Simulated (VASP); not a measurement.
Band structure of SnO₂ (rutile). Calculation: optB86b-vdW, VASP's PBE PAW potentials (set 64) (plane waves; VASP 6.6.1).

Unless said otherwise, spin-orbit coupling is left out, though it shifts the bands of the heavy elements here.

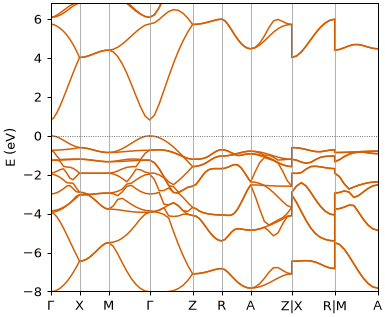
Figure: Bands along high-symmetry lines, zero at the valence-band maximum or, without a gap, the Fermi level

Problem. Read the plot: is there a gap, and where are the band edges?

Solution. The gap is direct, 0.81 eV, from the valence maximum at Γ to the conduction minimum at Γ. (Edges off the drawn lines would not show.)

The compound is SnO2 in the rutile structure. It was relaxed first.
